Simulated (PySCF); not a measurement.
Ga(F)(OH)2(NH3), H5FGaNO2, singlet, CAM-B3LYP/def2-SVP optimised geometry. Atoms within 1.6 Å of the plane z = 0.8 Å (x, y, z in Å): Ga1 (-0.63, -0.37, 0.00), O3 (1.16, -0.37, 0.00), H4 (1.55, -1.07, -0.53), O5 (-1.55, 1.17, 0.00), H6 (-1.38, 1.76, -0.74), N7 (-1.18, -0.86, 1.92), H9 (-1.72, -1.72, 1.90), H10 (-1.76, -0.10, 2.27).

Computed with PySCF 2.14.0 with CAM-B3LYP/def2-TZVP.

Map of the Laplacian of the electron density (e/bohr⁵) on the plane z = 0.8 Å:

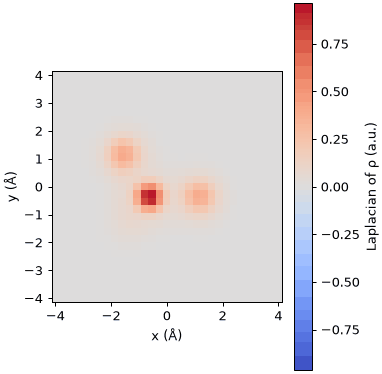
Figure. Laplacian of the electron density (e/bohr⁵) on the plane z = 0.8 Å.
